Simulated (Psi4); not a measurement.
Geometry relaxation, with input and output: SnH4 (part 1 of 4)

The run: geometry relaxation of SnH4, SMILES [SnH4]. Method and program: B3LYP/STO-3G, RKS, dispersion D3(BJ) (Psi4 1.11).

The geometry comes from this level: PBE0-D4/def2-TZVP.

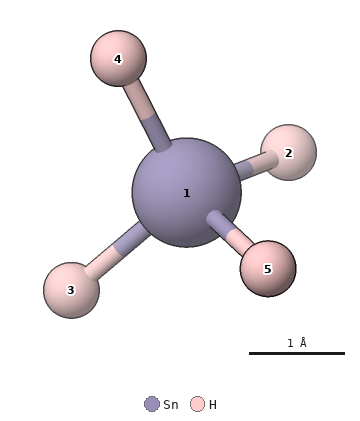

Figure 1. The starting structure (ball-and-stick view, seen at a tilt; atoms are numbered from 1 in the order of the input). Sticks mark near contacts.

**Input file (run.py)**
```python
import psi4

psi4.set_memory('1600 MB')
psi4.set_num_threads(1)
psi4.set_output_file('output.dat', False)

mol = psi4.geometry("""
0 1
Sn     0.00005669     0.00001890     0.00007559
H      1.55698315    -1.61284345     2.31102167
H     -2.95479467     0.76235331     1.02638585
H     -0.22073891    -1.84174598    -2.63142473
H      1.61849373     2.69217943    -0.70607727
units bohr
symmetry c1
""")

psi4.set_options({
    'reference': 'rks',
    'geom_maxiter': 60,
    'scf_type': 'pk',
})

result, w = psi4.optimize('b3lyp-d3bj2b/STO-3G', return_wfn=True)
print('E =', round(result, 9))
mol.save_xyz_file('final.xyz', False)
for k, v in sorted(psi4.core.scalar_variables().items()):
    print(f'{k:45s} {v:18.10f}')
```

Run as:
```bash
python run.py
```

**What the program printed**
```
Psi4 1.11 release

gradient() will perform analytic gradient computation.

   => Loading Basis Set <=

    Name: STO-3G
    Role: ORBITAL
    Keyword: BASIS

   => B3LYP-D3(BJ): Empirical Dispersion <=

        s6 =       1.000000
        s8 =       1.988900
        a1 =       0.398100
        a2 =       4.421100

         ---------------------------------------------------------
                                   SCF
                              RKS Reference
                        1 Threads,   1525 MiB Core
         ---------------------------------------------------------

  ==> Geometry <==

    Molecular point group: c1
    Full point group: C1

    Geometry (in Bohr), charge = 0, multiplicity = 1:

       Center              X                  Y                   Z               Mass
    ------------   -----------------  -----------------  -----------------  -----------------
         SN           0.000002305092     0.000001075780     0.000003227096   119.902201630000
         H            1.556928765092    -1.612861274220     2.310949307096     1.007825032230
         H           -2.954849054908     0.762335485780     1.026313487096     1.007825032230
         H           -0.220793294908    -1.841763804220    -2.631497092904     1.007825032230
         H            1.618439345092     2.692161605780    -0.706149632904     1.007825032230

  Running in c1 symmetry.

  Rotational constants: A =      2.16125  B =      2.16104  C =      2.16051 [cm^-1]
  Rotational constants: A =  64792.60170  B =  64786.46283  C =  64770.59465 [MHz]
  Nuclear repulsion =   63.261112152253922

  Charge       = 0
  Multiplicity = 1
  Electrons    = 54
  Nalpha       = 27
  Nbeta        = 27

  ==> Algorithm <==

  SCF Algorithm Type is PK.
  DIIS enabled.
  MOM disabled.
  Fractional occupation disabled.
  Guess Type is SAD.
  Energy threshold   = 1.00e-08
  Density threshold  = 1.00e-08
  Integral threshold = 1.00e-12

  ==> Primary Basis <==

  Basis Set: STO-3G
    Blend: STO-3G
    Number of shells: 15
    Number of basis functions: 31
    Number of Cartesian functions: 33
    Spherical Harmonics?: true
    Max angular momentum: 2

  ==> DFT Potential <==

   => LibXC <=

    Version 7.1.2

   => Composite Functional: B3LYP-D3BJ2B <=

    B3LYP-d3bj2b Hyb-GGA Exchange-Correlation Functional

    Deriv               =              1
    GGA                 =           TRUE
    Meta                =          FALSE

    Exchange Hybrid     =           TRUE
    MP2 Hybrid          =          FALSE

   => Exchange Functionals <=

    0.0800   Slater exchange
    0.7200         Becke 88

   => Exact (HF) Exchange <=

    0.2000               HF

   => Correlation Functionals <=

    0.1900   Vosko, Wilk & Nusair (VWN5_RPA)
    0.8100   Lee, Yang & Parr

   => LibXC Density Thresholds  <==

    XC_HYB_GGA_XC_B3LYP:  1.00E-15

   => Molecular Quadrature <=

    Radial Scheme          =       TREUTLER
    Pruning Scheme         =           NONE
    Nuclear Scheme         =       TREUTLER

    Blocking Scheme        =         OCTREE
    BS radius alpha        =              1
    Pruning alpha          =              1
    Radial Points          =             75
    Spherical Points       =            302
    Total Points           =         107588
    Total Blocks           =            862
    Max Points             =            256
    Max Functions          =             31
    Weights Tolerance      =       1.00E-15

  ==> Integral Setup <==

  Using in-core PK algorithm.
   Calculation information:
      Number of atoms:                   5
      Number of AO shells:              15
      Number of primitives:             45
      Number of atomic orbitals:        33
      Number of basis functions:        31

      Integral cutoff                 1.00e-12
      Number of threads:                 1

  Performing in-core PK
  Using 246512 doubles for integral storage.
  We computed 7260 shell quartets total.
  Whereas there are 7260 unique shell quartets.

  ==> DiskJK: Disk-Based J/K Matrices <==

    J tasked:                  Yes
    K tasked:                  Yes
    wK tasked:                  No
    Memory [MiB]:             1083
    Schwarz Cutoff:          1E-12

  Cached 100.0% of DFT collocation blocks in 0.059 [GiB].

  Minimum eigenvalue in the overlap matrix is 3.0043476507E-01.
  Reciprocal condition number of the overlap matrix is 1.5899580447E-01.
    Using symmetric orthogonalization.

  ==> Pre-Iterations <==

  SCF Guess: Superposition of Atomic Densities via on-the-fly atomic UHF (no occupation information).

   -------------------------
    Irrep   Nso     Nmo
   -------------------------
     A         31      31
   -------------------------
    Total      31      31
   -------------------------

  ==> Iterations <==

                        Total Energy        Delta E     RMS |[F,P]|

   @RKS iter SAD: -5965.24428023730070   -5.96524e+03   0.00000e+00
   @RKS iter   1: -5967.54797573438009   -2.30370e+00   1.41514e-02 ADIIS/DIIS
   @RKS iter   2: -5967.68667354316494   -1.38698e-01   6.25885e-03 ADIIS/DIIS
   @RKS iter   3: -5967.72487582419672   -3.82023e-02   5.05389e-04 ADIIS/DIIS
   @RKS iter   4: -5967.72514004682489   -2.64223e-04   3.15893e-06 DIIS
   @RKS iter   5: -5967.72514005968242   -1.28575e-08   1.85728e-07 DIIS
   @RKS iter   6: -5967.72514005970424   -2.18279e-11   4.58449e-09 DIIS
  Energy and wave function converged.

  ==> Post-Iterations <==

   Electrons on quadrature grid:
      Ntotal   =   54.0000078538 ; deviation = 7.854e-06

    Orbital Energies [Eh]
    ---------------------

    Doubly Occupied:

       1A   -1019.358568     2A   -149.141296     3A   -141.822274
       4A   -141.822274     5A   -141.822274     6A    -27.564163
       7A    -24.887875     8A    -24.887874     9A    -24.887873
      10A    -16.980891    11A    -16.980891    12A    -16.980890
      13A    -16.980750    14A    -16.980748    15A     -4.047758
      16A     -2.936746    17A     -2.936744    18A     -2.936743
      19A     -0.544807    20A     -0.544800    21A     -0.544797
      22A     -0.526586    23A     -0.526583    24A     -0.406347
      25A     -0.253055    26A     -0.253041    27A     -0.253004

    Virtual:

      28A      0.268191    29A      0.281954    30A      0.282078
      31A      0.282128

    Final Occupation by Irrep:
              A
    DOCC [    27 ]
    NA   [    27 ]
    NB   [    27 ]

  @RKS Final Energy: -5967.72514005970424

   => Energetics <=

    Nuclear Repulsion Energy =             63.2611121522539221
    One-Electron Energy =               -8375.0731710697491508
    Two-Electron Energy =                2474.9400657428968771
    DFT Exchange-Correlation Energy =    -130.8495066820860870
    Empirical Dispersion Energy =          -0.0036402030189017
    VV10 Nonlocal Energy =                  0.0000000000000000
    Total Energy =                      -5967.7251400597042448

Computation Completed

Properties will be evaluated at   0.000000,   0.000000,   0.000000 [a0]

Properties computed using the SCF density matrix

 Multipole Moments:

 ------------------------------------------------------------------------------------
     Multipole            Electronic (a.u.)      Nuclear  (a.u.)        Total (a.u.)
 ------------------------------------------------------------------------------------

 L = 1.  Multiply by 2.5417464519 to convert [e a0] to [Debye]
 Dipole X            :          0.0002433           -0.0001590            0.0000843
 Dipole Y            :          0.0000768           -0.0000742            0.0000026
 Dipole Z            :          0.0003178           -0.0002226            0.0000952
 Magnitude           :                                                    0.0001272

 ------------------------------------------------------------------------------------

	total time  =          3 seconds =       0.05 minutes

         ------------------------------------------------------------
                                   SCF GRAD
         ------------------------------------------------------------

  ==> Geometry <==

    Molecular point group: c1
    Full point group: C1

    Geometry (in Bohr), charge = 0, multiplicity = 1:

       Center              X                  Y                   Z               Mass
    ------------   -----------------  -----------------  -----------------  -----------------
         SN           0.000002305092     0.000001075780     0.000003227096   119.902201630000
         H            1.556928765092    -1.612861274220     2.310949307096     1.007825032230
         H           -2.954849054908     0.762335485780     1.026313487096     1.007825032230
         H           -0.220793294908    -1.841763804220    -2.631497092904     1.007825032230
         H            1.618439345092     2.692161605780    -0.706149632904     1.007825032230

  Nuclear repulsion =   63.261112152253922

  ==> Basis Set <==

  Basis Set: STO-3G
    Blend: STO-3G
    Number of shells: 15
    Number of basis functions: 31
    Number of Cartesian functions: 33
    Spherical Harmonics?: true
    Max angular momentum: 2

  ==> DirectJKGrad: Integral-Direct SCF Gradients <==

    Gradient:                    1
    J tasked:                  Yes
    K tasked:                  Yes
    wK tasked:                  No
    Integrals threads:           1
    Schwarz Cutoff:          1E-12

   => Molecular Quadrature <=

    Radial Scheme          =       TREUTLER
    Pruning Scheme         =           NONE
    Nuclear Scheme         =       TREUTLER

    Blocking Scheme        =         OCTREE
    BS radius alpha        =              1
    Pruning alpha          =              1
    Radial Points          =             75
    Spherical Points       =            302
    Total Points           =         107588
    Total Blocks           =            862
    Max Points             =            256
    Max Functions          =             31
    Weights Tolerance      =       1.00E-15

  -Total Gradient:
     Atom            X                  Y                   Z
    ------   -----------------  -----------------  -----------------
       1        0.000004862974     0.000002402162     0.000007599249
       2        0.011358116163    -0.011763391597     0.016839392107
       3       -0.021545964585     0.005561773287     0.007464342246
       4       -0.001620011939    -0.013429309129    -0.019174701641
       5        0.011798144782     0.019630975001    -0.005143623998

	total time  =          1 seconds =       0.02 minutes

    			-----------------------------------------

    			 OPTKING 3.0: for geometry optimizations

    			        with contributions from

    			-----------------------------------------

	                            ===> Fragment 1 <==

	 Z (Atomic Numbers)          Masses                          Geom
	      50.000000            119.902202         0.00000231  0.00000108  0.00000323
	       1.000000             1.007825          1.55692877 -1.61286127  2.31094931
	       1.000000             1.007825         -2.95484905  0.76233549  1.02631349
	       1.000000             1.007825         -0.22079329 -1.84176380 -2.63149709
	       1.000000             1.007825          1.61843935  2.69216161 -0.70614963

	 - Coordinate -           - BOHR/RAD -       - ANG/DEG -
	 R(1,2)           =         3.219599           1.703738
	 R(1,3)           =         3.219567           1.703722
	 R(1,4)           =         3.219572           1.703724
	 R(1,5)           =         3.219584           1.703730
	 B(2,1,3)         =         1.910944         109.489049
	 B(2,1,4)         =         1.910558         109.466891
	 B(2,1,5)         =         1.910523         109.464902
	 B(3,1,4)         =         1.910342         109.454507
	 B(3,1,5)         =         1.910574         109.467845
	 B(4,1,5)         =         1.910859         109.484132
	 O(2,1,3,4)       =         0.955227          54.730467
	 O(2,1,3,5)       =        -0.955145         -54.725786
	 O(2,1,4,5)       =         0.955390          54.739804
	 O(3,1,2,4)       =        -0.955335         -54.736655
	 O(3,1,2,5)       =         0.955119          54.724315
	 O(3,1,4,5)       =        -0.955555         -54.749244
	 O(4,1,2,3)       =         0.955528          54.747741
	 O(4,1,2,5)       =        -0.955222         -54.730187
	 O(4,1,3,5)       =         0.955412          54.741096
	 O(5,1,2,3)       =        -0.955330         -54.736390
	 O(5,1,2,4)       =         0.955239          54.731181
	 O(5,1,3,4)       =        -0.955296         -54.734430

	        --- Internal Coordinate Step in ANG or DEG, aJ/ANG or AJ/DEG ---
	-------------------------------------------------------------------------------
	           Coordinate      Previous         Force          Change          New
	           ----------      --------        ------          ------        ------
	               R(1,2)       1.70374       -0.19340       -0.10221       1.60153
	               R(1,3)       1.70372       -0.19336       -0.10219       1.60153
	               R(1,4)       1.70372       -0.19332       -0.10217       1.60156
	               R(1,5)       1.70373       -0.19339       -0.10221       1.60152
	             B(2,1,3)     109.48905       -0.00000       -0.00795     109.48109
	             B(2,1,4)     109.46689        0.00000        0.00345     109.47034
	             B(2,1,5)     109.46490        0.00000        0.00223     109.46713
	             B(3,1,4)     109.45451        0.00000        0.00574     109.46025
	             B(3,1,5)     109.46785        0.00000        0.00262     109.47047
	             B(4,1,5)     109.48413       -0.00000       -0.00608     109.47805
	           O(2,1,3,4)      54.73047        0.00000        0.00164      54.73211
	           O(2,1,3,5)     -54.72579       -0.00000       -0.00442     -54.73020
	           O(2,1,4,5)      54.73980       -0.00000       -0.00263      54.73717
	           O(3,1,2,4)     -54.73666       -0.00000       -0.00049     -54.73715
	           O(3,1,2,5)      54.72432        0.00000        0.00422      54.72853
	           O(3,1,4,5)     -54.74924        0.00000        0.00532     -54.74392
	           O(4,1,2,3)      54.74774       -0.00000       -0.00521      54.74253
	           O(4,1,2,5)     -54.73019       -0.00000       -0.00152     -54.73171
	           O(4,1,3,5)      54.74110        0.00000       -0.00096      54.74013
	           O(5,1,2,3)     -54.73639        0.00000        0.00087     -54.73552
	           O(5,1,2,4)      54.73118        0.00000        0.00213      54.73332
	           O(5,1,3,4)     -54.73443       -0.00000       -0.00059     -54.73502
	-------------------------------------------------------------------------------

	                                 ==> Convergence Check <==

	Measures of convergence in internal coordinates in au.

	Criteria marked as inactive (o), active & met (*), and active & unmet ( ).

	----------------------------------------------------------------------------------------------~
	   Step    Total Energy     Delta E     Max Force     RMS Force      Max Disp      RMS Disp   ~
	----------------------------------------------------------------------------------------------~
	  Convergence Criteria     1.00e-06 *    3.00e-04 *             o    1.20e-03 *             o~
	----------------------------------------------------------------------------------------------~
	     1   -5967.72514006   -5.97e+03      2.35e-02      1.00e-02 o    1.93e-01      8.23e-02 o  ~
	----------------------------------------------------------------------------------------------

Next Geometry in Ang
	Fragment 1 (Ang)

	   Sn  -0.0000059118  -0.0000029090  -0.0000099389
	    H   0.7743825275  -0.8022671760   1.1495935274
	    H  -1.4698234486   0.3791856182   0.5106324595
	    H  -0.1097678870  -0.9161203009  -1.3090808257
	    H   0.8050708184   1.3391376093  -0.3513366824

    Structure for next step:
    Molecular point group: c1
    Full point group: C1

    Geometry (in Bohr), charge = 0, multiplicity = 1:

    SN           0.000001757128     0.000000808521     0.000002332217
    H            1.463383822089    -1.516058936408     2.172438036309
    H           -2.777550841888     0.716563274827     0.964976613238
    H           -0.207418315076    -1.731210160848    -2.473783122701
    H            1.521376287196     2.530609631630    -0.663908993595

gradient() will perform analytic gradient computation.

  ==> Geometry <==

    Molecular point group: c1
    Full point group: C1

    Geometry (in Bohr), charge = 0, multiplicity = 1:

       Center              X                  Y                   Z               Mass
    ------------   -----------------  -----------------  -----------------  -----------------
         SN           0.000001757128     0.000000808521     0.000002332217   119.902201630000
         H            1.463383822089    -1.516058936408     2.172438036309     1.007825032230
         H           -2.777550841888     0.716563274827     0.964976613238     1.007825032230
         H           -0.207418315076    -1.731210160848    -2.473783122701     1.007825032230
         H            1.521376287196     2.530609631630    -0.663908993595     1.007825032230

  Running in c1 symmetry.

  Rotational constants: A =      2.44574  B =      2.44554  C =      2.44525 [cm^-1]
  Rotational constants: A =  73321.45380  B =  73315.44082  C =  73306.87926 [MHz]
  Nuclear repulsion =   67.297784990485596

  Charge       = 0
  Multiplicity = 1
  Electrons    = 54
  Nalpha       = 27
  Nbeta        = 27

  ==> Algorithm <==

  SCF Algorithm Type is PK.
  DIIS enabled.
  MOM disabled.
  Fractional occupation disabled.
  Guess Type is READ.
  Energy threshold   = 1.00e-08
  Density threshold  = 1.00e-08
  Integral threshold = 1.00e-12

   => Molecular Quadrature <=

    Radial Scheme          =       TREUTLER
    Pruning Scheme         =           NONE
    Nuclear Scheme         =       TREUTLER
```
